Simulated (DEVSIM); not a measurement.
System: abrupt GaAs p-n junction, at 300 K.

```tsv
layer (left to right)	material	thickness (μm)	Nd (cm⁻³)	Na (cm⁻³)	τn (s)	τp (s)
1	GaAs	0.310	-	1.9e16	1.3e-9	1.3e-9
2	GaAs	0.340	7.2e16	-	1.3e-9	1.3e-9
```

Left contact: ohmic. Right contact: ohmic. Voltage is applied to the left contact. Recombination: SRH at mid-gap. Mobility is constant in doping.

The device is made up for the run: typed textbook-type constants, with dimensions and the other settings drawn at random. Values at 300 K.

```csv
parameter,GaAs
gap (eV),1.424
affinity (eV),4.07
permittivity,12.9
Nc (cm⁻³),4.7e17
Nv (cm⁻³),9e18
μn (cm²/Vs),8500
μp (cm²/Vs),400
```

DEVSIM, 1D drift-diffusion, Boltzmann statistics, complete ionisation; no tunnelling, impact ionisation, image-force lowering or self-heating.

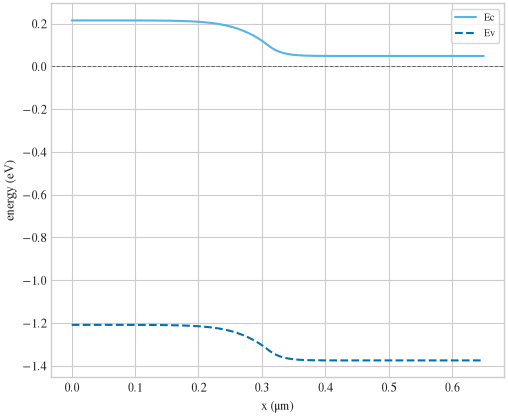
*Band edges at 1.05 V on the left contact*

Energies count from the Fermi level of the right contact; mesh points crowd at the junctions.

```
x (μm)   Ec (eV)  Ev (eV)  n (cm⁻³)  p (cm⁻³)  field (V/cm)
-------  -------  -------  --------  --------  ------------
0.000      0.215   -1.209     < 1e2    1.9e16           ≈ 0
0.01173    0.215   -1.209    5.9e12    1.9e16           ≈ 0
0.02634    0.215   -1.209    1.3e13    1.9e16           ≈ 0
0.04887    0.215   -1.209    2.5e13    1.9e16           ≈ 0
0.09248    0.215   -1.209    4.7e13    1.9e16           -60
0.1364     0.214   -1.210    7.0e13    1.8e16          -270
0.1892     0.210   -1.214    1.1e14    1.6e16         -1400
0.2430     0.192   -1.232    2.7e14    7.8e15         -6500
0.2708     0.166   -1.258    7.5e14    2.9e15        -12000
0.2888     0.140   -1.284    2.0e15    1.1e15        -17000
0.3033     0.113   -1.311    5.9e15    3.7e14        -21000
0.3166     0.084   -1.340    1.8e16    1.2e14        -18000
0.3294     0.066   -1.357    3.6e16    6.0e13        -10000
0.3492     0.054   -1.370    5.8e16    3.5e13         -3400
0.3879     0.049   -1.375    7.1e16    2.5e13          -320
0.4323     0.048   -1.375    7.2e16    2.1e13           -19
0.4868     0.048   -1.375    7.2e16    1.5e13           ≈ 0
0.5432     0.048   -1.375    7.2e16    1.0e13           ≈ 0
0.5924     0.048   -1.375    7.2e16    5.4e12           ≈ 0
0.6156     0.048   -1.375    7.2e16    3.3e12           ≈ 0
0.6340     0.048   -1.375    7.2e16    1.5e12           ≈ 0
0.6500     0.049   -1.375    7.2e16     < 1e2           ≈ 0
```
